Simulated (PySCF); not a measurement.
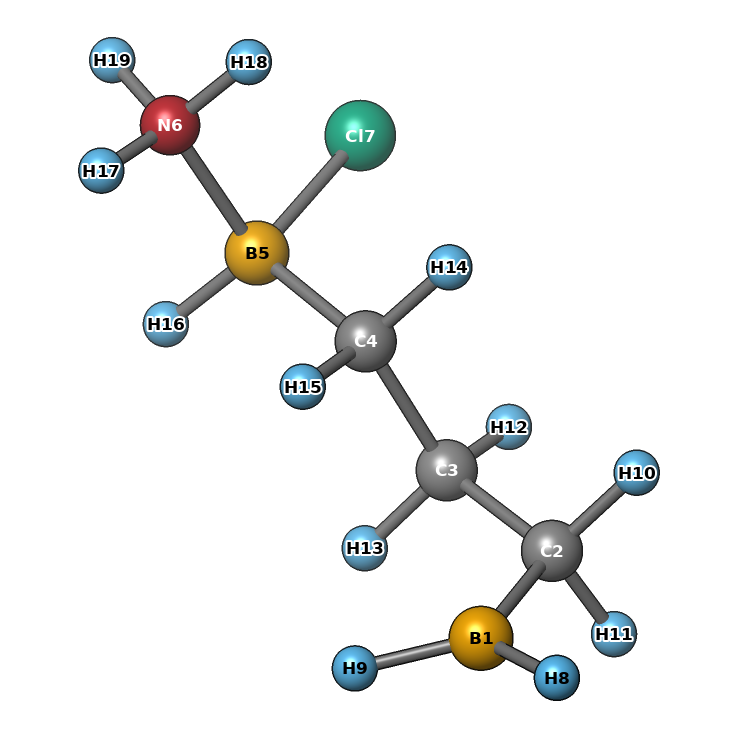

The geometry was computed by an optimisation with GFN2-xTB. No frequency run is at hand to confirm it as a minimum. Electric field gradients from the ground-state density, PBE0/pcSseg-1 (PySCF 2.14.0), non-relativistic apart from any core potentials.

Give the largest field-gradient component, the quadrupole coupling constant and the asymmetry for 11B at B1 (Q = 40.59 mb), 11B at B5 (Q = 40.59 mb), 14N at N6 (Q = 20.44 mb), 35Cl at Cl7 (Q = −81.7 mb), 2H at H8 (Q = 2.86 mb), 2H at H9 (Q = 2.86 mb).

```tsv
atom	V_zz (a.u.)	e²qQ/h (MHz)	η
B1	0.652	6.21	0.04
B5	−0.271	−2.59	0.74
N6	−0.471	−2.26	0.08
Cl7	2.090	−40.1	0.14
H8	0.240	0.162	0.14
H9	0.242	0.163	0.14
```

The geometry is semi-empirical. Around B such bond lengths and angles can be off by a tenth of an ångström or more and by several degrees, and values that hang on the shape move with them.
